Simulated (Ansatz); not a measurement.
# ClIn···H2O: what the fields show

Input file:

```
crystal:
  periodic: [false, false, false]
  atoms:
    - { symbol: In, position_ang: [1.3857, 1.2496, -0.2891] }
    - { symbol: O, position_ang: [0.1951, -0.8578, -0.5234] }
    - { symbol: H, position_ang: [-0.3831, -0.0767, 0.2937] }
    - { symbol: Cl, position_ang: [-0.7695, 1.2475, 1.2008] }
    - { symbol: H, position_ang: [-0.4283, -1.5625, -0.682] }
basis:
  gaussian: { orbitals: def2-SVPD }
hamiltonian:
  xc: pbe0
relax:
  f_tol: 0.15
  max_steps: 25
  restrain:
    - { distance: [2, 1], at: 0.97, k: 30.0 }
    - { distance: [0, 1], at: 3.38, k: 30.0 }
    - { distance: [0, 2], at: 3.03, k: 30.0 }
output:
  orbitals: {}
```

Command:

```sh
ansatz run input.yaml --threads 2 --pin off --max-ram 3072MiB --backend cpu --events-out ev --progress --plain --runs-dir out
```

The fields are those of the relaxed geometry.

Core potentials replace the inner electrons of In.

These are results of RKS PBE0/def2-SVPD (Ansatz), not measurements.

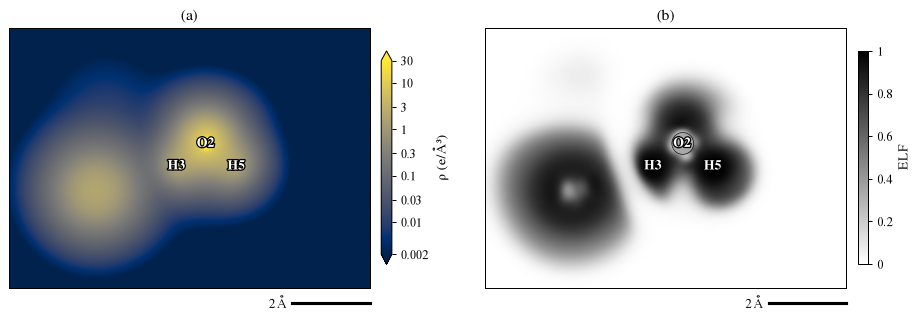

Figure 1. (a) electron density; (b) electron localisation function on the plane of atoms H3, O2 and H5. Grey discs cover the atomic cores in the ELF map.

**Interpret the plot.**

- The plane passes through O and H nuclei.
- O–H (0.96 Å): the density is about 3.7 e/Å³ at the midpoint; the ELF climbs to about 1 towards the hydrogen, as it does in any bond to H; an ordinary covalent bond to hydrogen.
- The ELF also peaks beside Cl4 and O2, away from the bonds: lone-pair regions.

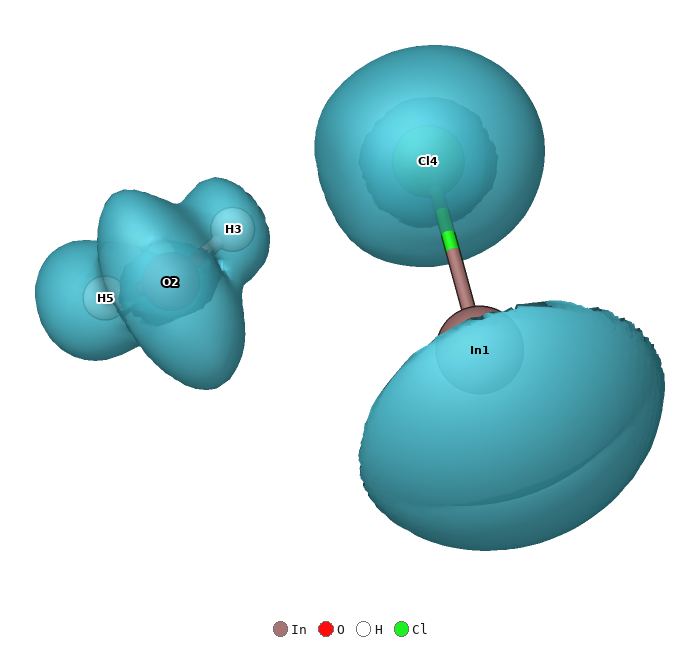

Figure 2. Isosurface of the ELF at 0.75 (cyan), seen at a tilt. Only the valence region is drawn (cores and ρ < 0.01 e/Å³ removed).

**Describe the localisation domains.**

At this value the surface marks out one lobe on In, pointing away from the bonds (lone pairs), one region wrapped around Cl (its valence shell) and one joined region spread over several atoms (H, O), in which their bonds and any lone pairs are merged. Along the contacts the grid gives the following. Cl4···H3 (2.27 Å): the ELF dips to about 0.10 between them (by its geometry a hydrogen bond between the two molecules, with no shared pair). In–Cl (2.51 Å): the ELF peaks at about 0.85 in the valence shell of Cl, 0.8 Å from its nucleus, and drops to about 0.15 between the two atoms.

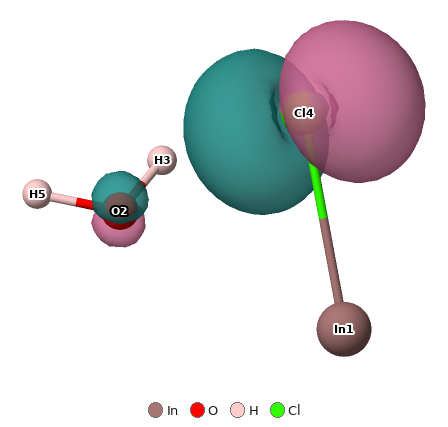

Figure 3. The HOMO−1 at ±0.2 Å⁻³ᐟ² (teal and pink are the two phases), seen at a tilt.

**What is the character of this orbital?**

It lies mainly on Cl4 (about 90 %); largely a lone pair of Cl4. Its energy is −8.36 eV.
